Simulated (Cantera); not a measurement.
Feed: 1 mol C2H4, 0.063 mol CO2, 20 mol N2, at 72.0 mbar.

Equilibrium computed with Cantera from the NASA thermochemical tables; the gas is ideal and each condensed phase is pure. Candidate condensed phases: C, C6H6, C7H8, C8H18, H2O; 136 gas species. Rates play no part.

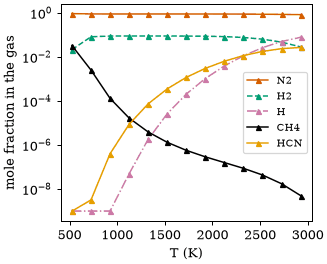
Figure. Equilibrium gas composition (values under 1e-9 drawn at 1e-9)

From 525 K to 2925 K the condensed part is C(graphite). The main C-bearing gas is CH4 at 525 K and HCN at 2925 K. The share of C in condensed phases is highest at 725 K (94.4 %) and lowest at 2925 K (36.2 %).
